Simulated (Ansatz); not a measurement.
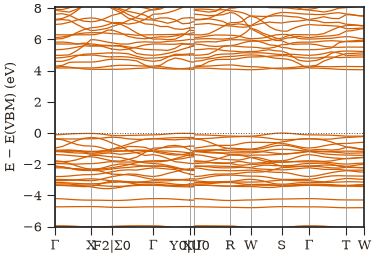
Figure. Band structure from LDA in the plane-wave PAW code Ansatz

### Question
Read off the gap and where the band edges lie.

### Answer
About 4.1 eV (4.06 eV by a search for the band edges); maximum at S, minimum at W.

The material is CsTiAlO4 in space group Imm2 (No. 44; Pearson symbol oI28).

The first step of the workflow began from a Materials Project structure, measured or hypothetical; the Crystallography Open Database copy checked does not list it. Its standing as an ambient phase is unchecked. The LDA relaxation kept the symmetry of its start; whether a distortion lowers the energy is not shown. The run is not spin-polarised. Scalar-relativistic: spin–orbit coupling is off unless named, which matters more the heavier the elements.

Potentials: the later of the program's two PAW sets.
